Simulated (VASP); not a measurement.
Band structure of Se (space group P3_121). These are PBE GGA with D3 dispersion (Becke-Johnson damping), VASP's PBE PAW potentials (set 64) (plane waves; VASP) values and carry that method's errors.

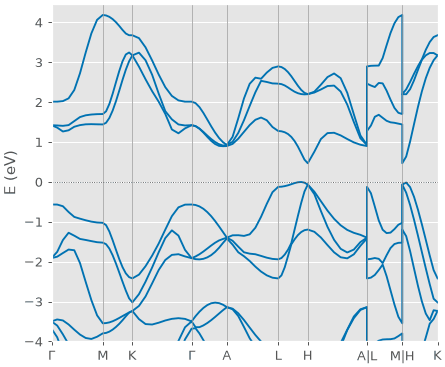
Bands along high-symmetry lines, zero at the valence-band maximum or, without a gap, the Fermi level

Q: Read the plot: is there a gap, and where are the band edges?

A: The gap is indirect, 0.47 eV, from the valence maximum at L-H at 0.78 to the conduction minimum at H. (Edges off the drawn lines would not show.)

The structure comes from a measured Se entry (P3_121) of the Crystallography Open Database, whose conditions weren't checked. It was relaxed first, which changed the volume by -6 %.
